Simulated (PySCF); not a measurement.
# GeOF2: frequency calculation

GeOF2, computed with RKS-based PBE0, Ge def2-TZVP, O def2-TZVP, F def2-TZVP; non-relativistic Hamiltonian; density fitting (PySCF 2.14.0).

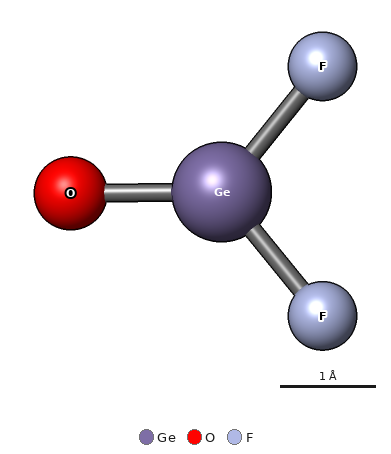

*The input geometry (ball-and-stick view, seen at a tilt). Sticks mark near contacts.*

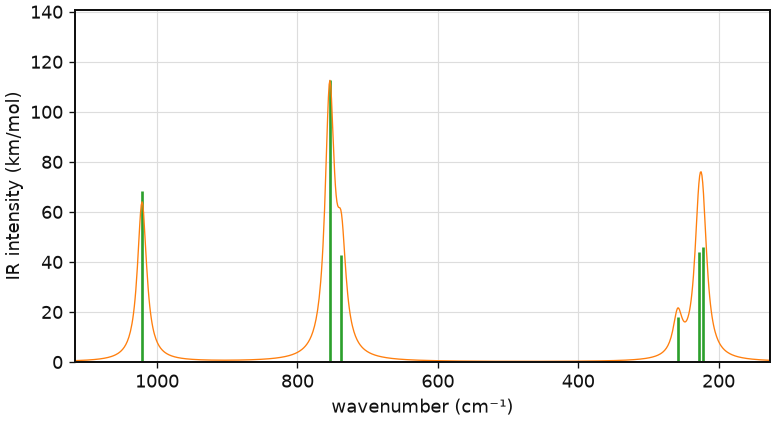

*Harmonic infrared spectrum, unscaled: sticks (degenerate modes added up, dark ones marked on the axis) with a Lorentzian envelope of 16 cm⁻¹ full width, scaled to the tallest stick.*

6 modes from 223 to 1021 cm⁻¹, none imaginary. The strongest line is at 754 cm⁻¹ (113 km/mol). All modes, in cm⁻¹ (km/mol): 223 (46), 228 (44), 258 (18.0), 737 (43), 754 (113), 1021 (68).

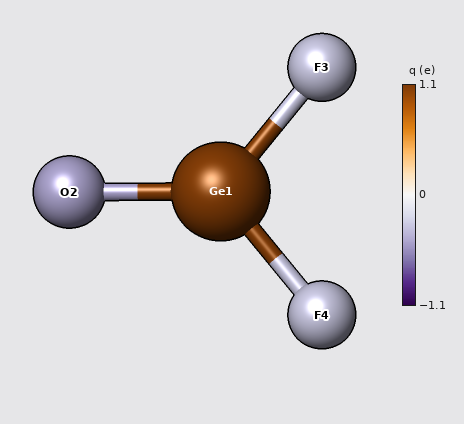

*Mulliken charges, as the colour of each atom (ball-and-stick view, seen on its broad side; atoms are numbered from 1 in the order of the input).*

By element: Ge +1.08, O −0.47 and F −0.31 e.

The input that produced these results follows, with the program's output.

## The input
```python
from pyscf import gto, scf, dft
mol = gto.M(atom='''
Ge    -0.102839     0.000000    -0.059712
O     -1.502411     0.000000    -0.872361
F      0.172249     0.000000     1.619928
F      1.492262     0.000000    -0.653445''',
    basis={'Ge': 'def2-TZVP', 'O': 'def2-TZVP', 'F': 'def2-TZVP'},
    charge=0, spin=0)
mf = dft.RKS(mol, xc='PBE0')
mf.grids.atom_grid = (75, 302)
aux = {'Ge': 'def2-universal-JKFIT', 'O': 'def2-universal-JKFIT', 'F': 'def2-universal-JKFIT'}
mf = mf.density_fit(auxbasis=aux)
mf.conv_tol = 1e-09
mf.diis_space = 10
mf.max_cycle = 60
mf.verbose = 4
mf.kernel()
```

The script is an equivalent of the set-up of the self-consistent field. The run itself was carried out by a driver, which started from the orbitals of the step before it where there was one and computed the further properties.

Launched with:
```bash
OMP_NUM_THREADS=4 python axn.py task.json out
```

## What the program printed
```
init E= -2351.54104970364
  HOMO = -0.345005455254161  LUMO = -0.106239109211934  gap/eV = 6.49716
cycle= 1 E= -2351.54104970358  delta_E= 5.41e-11  |g|= 2.36e-05  |ddm|= 1.63e-05
  HOMO = -0.345004492628037  LUMO = -0.106238516205968  gap/eV = 6.49715
cycle= 2 E= -2351.54104970346  delta_E= 1.27e-10  |g|= 3.87e-05  |ddm|= 2.63e-05
  HOMO = -0.345005377313922  LUMO = -0.106238951629625  gap/eV = 6.49717
cycle= 3 E= -2351.54104970365  delta_E= -1.93e-10  |g|= 1.8e-06  |ddm|= 1.66e-05
  HOMO = -0.345005182364135  LUMO = -0.10623892685235  gap/eV = 6.49716
cycle= 4 E= -2351.54104970366  delta_E= -5.91e-12  |g|= 9.05e-08  |ddm|= 9.84e-07
  HOMO = -0.345005197349147  LUMO = -0.10623891813436  gap/eV = 6.49716
Extra cycle  E= -2351.54104970366  delta_E= -1.36e-12  |g|= 1.95e-07  |ddm|= 1.92e-07
converged SCF energy = -2351.54104970366
```

## Results in brief

```csv
quantity,value
outcome,converged
total energy,−2351.541050 hartree
HOMO,−9.39 eV
LUMO,−2.89 eV
zero-point energy,0.007340 hartree
dipole moment,1.53 D
"wavenumbers, lowest and highest",223 and 1021 cm⁻¹
hardware,"4 threads of Arm Neoverse V2, 112 GiB of memory available, shared host"
wall time,36 s (CPU time 1.8 min)
peak memory,1.5 GiB
```
